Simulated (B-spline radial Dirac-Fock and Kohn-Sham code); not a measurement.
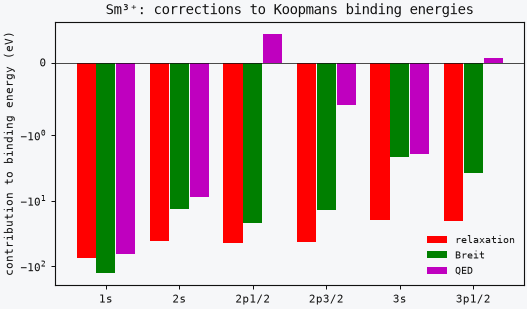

Bars give the relaxation, Breit and QED contributions (eV) to the binding energies of the deepest subshells, counted from the Koopmans value, on an axis that is logarithmic beyond ±1 eV. The figure is for Sm³⁺, configuration [Xe] 4f4 6p1, which is not the ground configuration. Method: Dirac–Fock ΔSCF (average of configuration, Fermi nucleus, Breit and QED terms, no correlation) (computed with a B-spline radial atomic code). Open shells are averaged over j.

Question: How does the QED term of 2p1/2 compare with that of 1s?

Answer: 0.40 eV against −66.1 eV; the QED terms are weighted to the region near the nucleus, where s electrons have the most density. Its sign is opposite here.

Question: For which subshell is the relaxation energy largest in size?

Answer: 1s, −74.0 eV.
